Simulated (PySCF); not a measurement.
# 1-fluorobutane: NMR shifts and spin-spin couplings

Wanted: the NMR shifts and spin-spin couplings of 1-fluorobutane (`CCCCF`), by calculation.

Programs: PySCF 2.14.0, with density-fitted response routines of our own. Each step states its level of theory. These are calculated values for one molecule in the gas phase, unless marked as measured. Atoms are numbered from 0 throughout.

### 1 Starting geometry

14 atoms, charge 0, multiplicity 1; geometry from: GFN2-xTB, dihedral held. The dihedral C0–C1–C2–C3 is held at 120°.

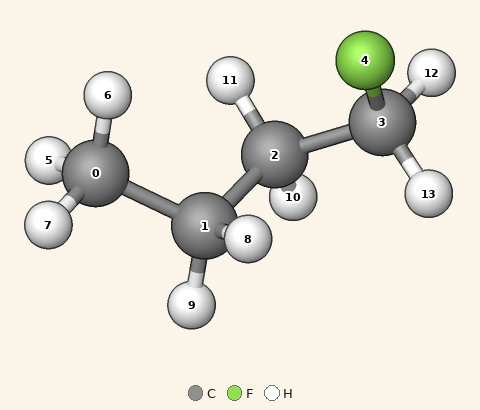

As it starts; carbon grey, fluorine green, hydrogen white, atoms numbered.

### 2 Shielding tensors: PBE0/pcSseg-1

What the job is given:

```
{"job": {"kind": "nmr", "xc": "PBE0", "basis": "pcSseg-1", "pop": true}, "charge": 0, "multiplicity": 1}
C     -1.953781    -0.051980    -0.088901
C     -0.552601    -0.217269     0.486730
C      0.538802     0.176223    -0.524471
C      1.414068     1.316074    -0.023019
F      0.666771     2.455539     0.163116
H     -2.088094    -0.683761    -0.964409
H     -2.120553     0.982506    -0.378897
H     -2.703192    -0.326028     0.649821
H     -0.466988     0.413203     1.373412
H     -0.410627    -1.251364     0.804760
H      1.193392    -0.668408    -0.742889
H      0.072736     0.489570    -1.460272
H      2.194091     1.571895    -0.748445
H      1.868072     1.079811     0.945503
```

Level: GIAO PBE0/pcSseg-1 NMR shielding, non-relativistic, gas phase.

**Question.** This job is followed by: B3LYP/pcJ-1 indirect spin-spin coupling, non-relativistic, gas phase. What will the session give for the following? 13C shifts against TMS (PBE0/pcSseg-1); 1H shifts against TMS (PBE0/pcSseg-1); 19F shifts against CFCl3 (PBE0/pcSseg-1); largest coupling of the table (B3LYP/pcJ-1).

**Answer**, as computed:

| quantity | value |
| --- | --- |
| 13C shifts against TMS (PBE0/pcSseg-1) | 88.0, 35.6, 22.1, 19.3 ppm |
| 1H shifts against TMS (PBE0/pcSseg-1) | 4.88, 4.54, 1.64, 1.64, 1.51, 1.43, 1.14, 1.10, 0.98 ppm |
| 19F shifts against CFCl3 (PBE0/pcSseg-1) | -253.2 ppm |
| largest coupling of the table (B3LYP/pcJ-1) | 1J(C,F) C3–F4, -225.6 Hz |

In words: Shifts at one fixed geometry are not the observed spectrum, which averages over the motion. The geometry holds a dihedral fixed, so it need not be a minimum. At PBE0/pcSseg-1: The widest tensor belongs to C3: span 82 ppm, with a paramagnetic part of -142 ppm. Of the pairs tabulated at B3LYP/pcJ-1, C3–F4 couples most strongly (-225.6 Hz; Fermi contact -275.6 Hz).
